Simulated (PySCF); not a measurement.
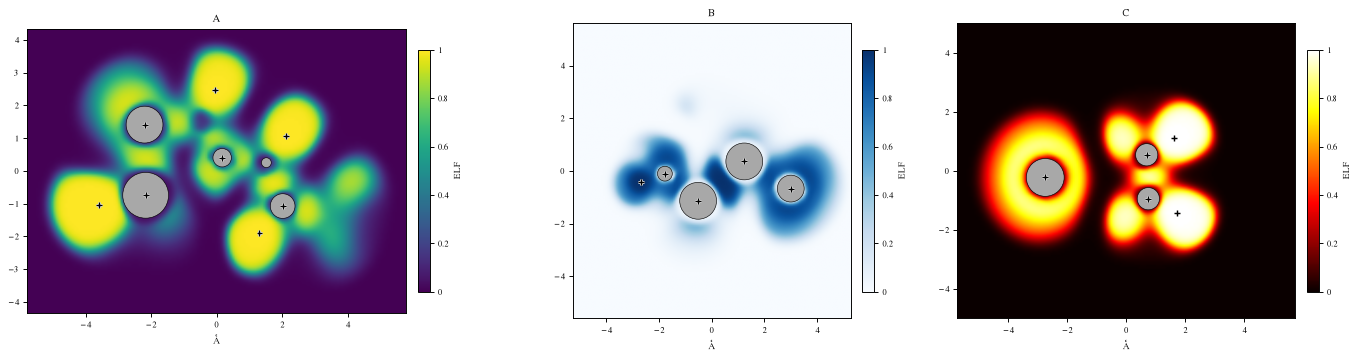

The electron localisation function of 3 systems, each on a plane through atoms (crosses mark nuclei in the plane; grey discs cover the cores).

All numbers below come from PySCF, CAM-B3LYP/def2-SVPD, SCF density, gas phase.

System 1: C₃H₉ClOSi₂, the plane of atoms Si2, Si3 and Cl4. Geometry: GFN2-xTB.

```tsv
atom	x (Å)	y (Å)	z (Å)
O	1.6748	0.1086	-1.3947
Si	2.1120	-0.2820	0.1270
Si	0.5233	0.8814	1.3241
Cl	0.8638	0.6236	3.3242
C	-1.2523	0.3132	1.0053
C	-1.5279	-0.9973	0.3164
C	-1.7722	0.2819	-0.4068
H	2.1554	-0.1976	-2.1590
H	3.5053	0.1246	0.3539
H	2.1122	-1.7470	0.2666
H	0.5323	2.3440	1.1416
H	-1.9822	0.5928	1.7588
H	-0.6876	-1.6020	0.0071
H	-2.3787	-1.5772	0.6438
H	-2.7923	0.5894	-0.5837
H	-1.0934	0.5524	-1.2011
```

System 2: C₄H₁₀OSSi (SMILES C=CCOCS[SiH3]), the plane of atoms S6, Si7 and H16. Geometry: GFN2-xTB.

```yaml
atoms:
  - { symbol: C, position_ang: [-3.0067, 0.2166, 0.6874] }
  - { symbol: C, position_ang: [-1.7243, -0.0732, 0.5854] }
  - { symbol: C, position_ang: [-0.9310, 0.0597, -0.6765] }
  - { symbol: O, position_ang: [0.3324, 0.6126, -0.3612] }
  - { symbol: C, position_ang: [1.1954, 0.7379, -1.4494] }
  - { symbol: S, position_ang: [2.8206, 1.1478, -0.7766] }
  - { symbol: Si, position_ang: [2.4216, 0.2841, 1.1600] }
  - { symbol: H, position_ang: [-3.5447, 0.0892, 1.6104] }
  - { symbol: H, position_ang: [-3.5751, 0.5840, -0.1514] }
  - { symbol: H, position_ang: [-1.1552, -0.4349, 1.4300] }
  - { symbol: H, position_ang: [-0.7889, -0.9352, -1.1346] }
  - { symbol: H, position_ang: [-1.4507, 0.6986, -1.4044] }
  - { symbol: H, position_ang: [1.2727, -0.2054, -2.0102] }
  - { symbol: H, position_ang: [0.8823, 1.5367, -2.1336] }
  - { symbol: H, position_ang: [1.5063, 1.1287, 1.9074] }
  - { symbol: H, position_ang: [3.7576, 0.3057, 1.7414] }
  - { symbol: H, position_ang: [1.9807, -1.0915, 0.9659] }
```

System 3: C₃H₉BrOSi₂, the plane of atoms C7, C6 and H13. Geometry: GFN2-xTB.

```xyz
16

O     2.8901   -0.3869   -0.8448
Si    2.3812   -0.5490    0.6925
Si    0.5571    0.8413    0.5755
Br   -0.1306    1.2788    2.6757
C    -0.9450    0.1159   -0.3083
C    -1.9576   -0.7250    0.4225
C    -2.3351    0.6348   -0.0586
H     3.6729   -0.8199   -1.1721
H     3.4316   -0.1178    1.6199
H     2.0967   -1.9565    0.9939
H     0.7607    2.2074    0.0736
H    -0.7455   -0.1934   -1.3293
H    -2.3668   -1.5873   -0.0835
H    -1.8416   -0.8669    1.4874
H    -2.4698    1.4115    0.6798
H    -3.0058    0.7219   -0.9008
```

Question: Match each panel to its system.

Answer: Panel A is system 2, C₄H₁₀OSSi: the plane holds C, O, S, Si and H. Panel B is system 1, C₃H₉ClOSi₂: the plane holds O, Si, Cl and H. Si–O (1.63 Å): the ELF peaks at about 0.90 between the atoms; a shared but strongly polarised pair. Panel C is system 3, C₃H₉BrOSi₂: the plane holds Br, C and H. C–C (1.49 Å): the ELF peaks at about 0.90 between the atoms: localised, covalent bonding.
